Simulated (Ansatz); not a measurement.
# F3H2NSi···H3Si···H3O: what the fields show

| atom | x (Å) | y (Å) | z (Å) |
| --- | --- | --- | --- |
| Si | -0.8982 | 0.8230 | -0.7337 |
| Si | 0.9585 | -1.4609 | -0.8385 |
| F | -0.3524 | 0.7276 | -2.2138 |
| F | -1.9902 | -0.2228 | -0.2387 |
| F | -1.8528 | 2.1045 | -0.8840 |
| H | -0.0619 | 0.4962 | 1.5496 |
| N | 0.1062 | 1.4843 | 0.5740 |
| H | 0.1676 | -0.9409 | 0.9280 |
| O | -0.0593 | -0.5563 | 1.9545 |
| H | 1.5109 | -2.6220 | -0.0573 |
| H | 0.2789 | -2.0835 | -2.0117 |
| H | 2.1820 | -0.7730 | -1.3667 |
| H | 1.1001 | 1.4128 | 0.3814 |
| H | -0.1286 | 2.4480 | 0.7964 |
| H | -0.9608 | -0.8369 | 2.1605 |

A transition-state structure; geometry: PBE0-D4/def2-TZVP.

Method: RKS PBE0-D4/def2-TZVPP (Ansatz).

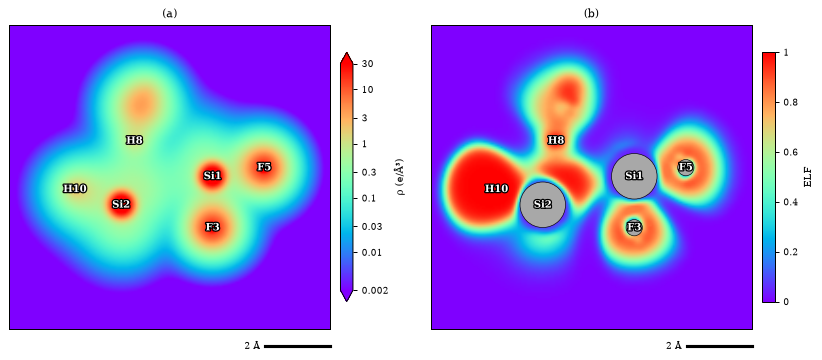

Figure 1. (a) total electron density; (b) ELF on the plane of atoms F3, Si1 and F5. Grey discs cover the atomic cores in the ELF map.

Read the bonding off the picture.

Answer. The section cuts through Si, F and H sites.
Si–F (1.58 Å): ρ at the midpoint is about 1.2 e/Å³; the ELF peaks at about 0.85 in the valence shell of F, 0.6 Å from its nucleus, and is about 0.45 at the midpoint.
Si–H (1.50 Å): ρ is about 0.75 e/Å³ halfway; the ELF climbs to about 1 towards the hydrogen, as it does in any bond to H.
The ELF also peaks beside F3 and F5, away from the bonds: lone-pair regions.

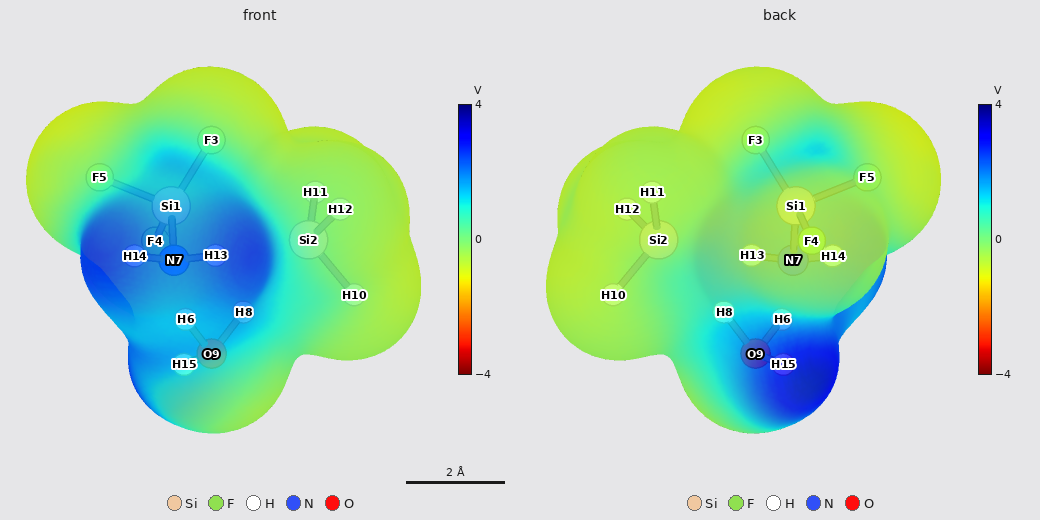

Figure 2. The electrostatic potential painted on the density surface at 0.002 e/bohr³, seen from the front and from behind; red is negative and blue positive.

Describe the electrostatic potential map.

Answer. The most negative region (about −1.0 V) lies over F3 and F5, the most positive (about +3.4 V) over H15.

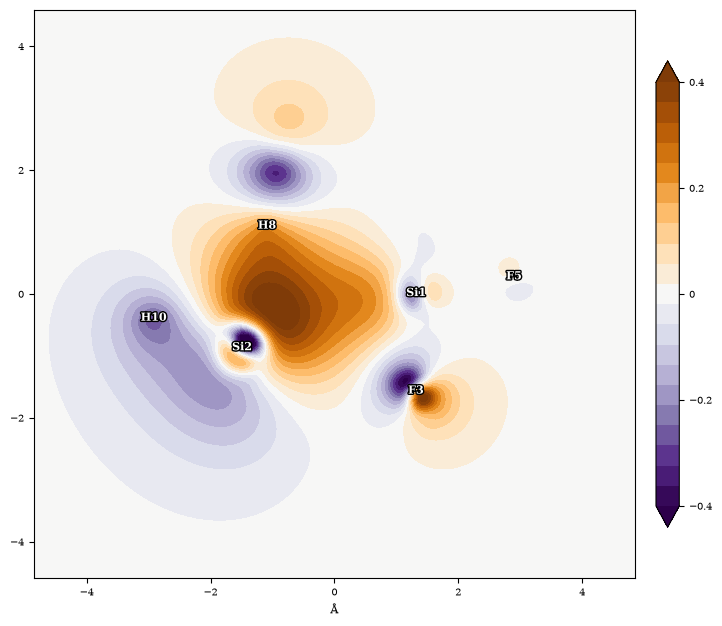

Figure 3. The HOMO on the plane of atoms F3, Si1 and F5 (values in Å⁻³ᐟ²; the overall sign is arbitrary).

Where does this orbital lie, and at what energy?

Answer. By Hirshfeld shares it lies mainly on Si2 (about 45 %), Si1 (about 10 %), H8 (about 10 %) and O9 (about 10 %). Its energy is −6.29 eV.
